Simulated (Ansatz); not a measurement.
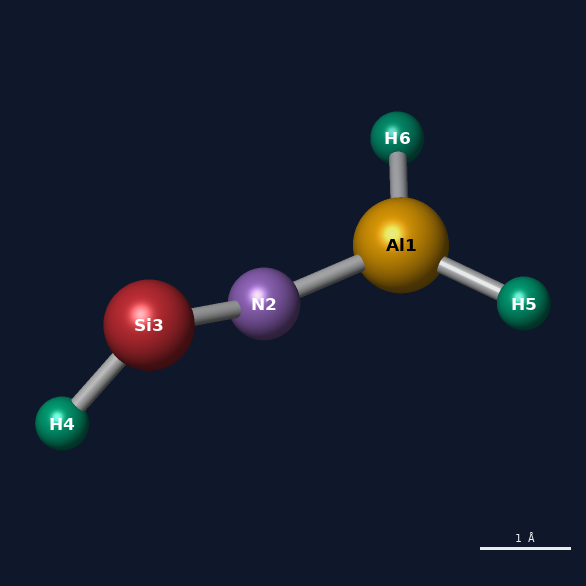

The view is orthographic, and the bar gives the scale. Charge 0, doublet. The computed structure is the end point of a PBE0-D4/def2-TZVP optimisation. No frequency run is at hand to confirm it as a minimum.

Reconstruct the coordinates (Å) as seen: x to the right, y up, z towards the viewer, origin at the mean of the atomic positions.

```xyz
6
AlH3NSi
Al   1.13   0.50  -0.44
N   -0.40  -0.15   0.18
Si  -1.67  -0.39   1.08
H   -2.64  -1.49   0.65
H    2.49  -0.15   0.03
H    1.09   1.69  -1.49
```
